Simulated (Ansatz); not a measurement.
Input

```
crystal:
  periodic: [false, false, false]
  atoms:
    - { symbol: Al, position_ang: [0.011687, -0.171789, 0.18551] }
    - { symbol: "N", position_ang: [0.004524, -0.216011, 2.044351] }
    - { symbol: H, position_ang: [-0.815085, -0.461039, 2.586122] }
    - { symbol: H, position_ang: [0.85256, -0.255349, 2.600911] }
    - { symbol: F, position_ang: [1.448196, 0.011721, -0.606785] }
    - { symbol: F, position_ang: [-1.419241, -0.404212, -0.606893] }
    - { symbol: Br, position_ang: [-0.355061, 3.3062, 1.075597] }
    - { symbol: H, position_ang: [-0.235379, 2.00918, 1.833888] }
basis:
  gaussian: { orbitals: def2-SVP }
hamiltonian:
  xc: b3lyp
  dispersion: d4
relax:
  f_tol: 0.03
  max_steps: 50
output:
  orbitals: {}
```

Run with:

```sh
ansatz run input.yaml --threads 2 --pin off --max-ram 3072MiB --backend cpu --events-out ev --progress --plain --runs-dir out
```

The fields are those of the run's last geometry, not of the input's.

Theory: RKS B3LYP-D4/def2-SVP (Ansatz).

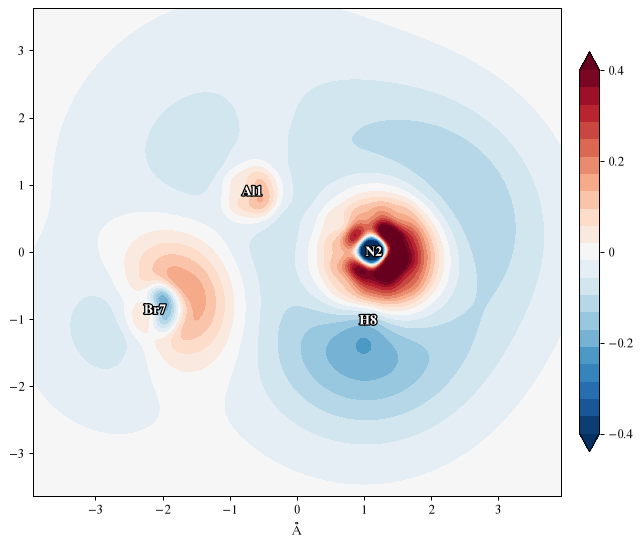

AlBrF₂H₃N. The LUMO on the plane of atoms Al1, N2 and H8 (values in Å⁻³ᐟ²; the overall sign is arbitrary).

**What is the character of this orbital?**

By Hirshfeld shares it lies mainly on N2 (about 25 %), H3 (about 15 %), H4 (about 15 %), Al1 (about 15 %) and H8 (about 15 %). Its energy is −0.47 eV.
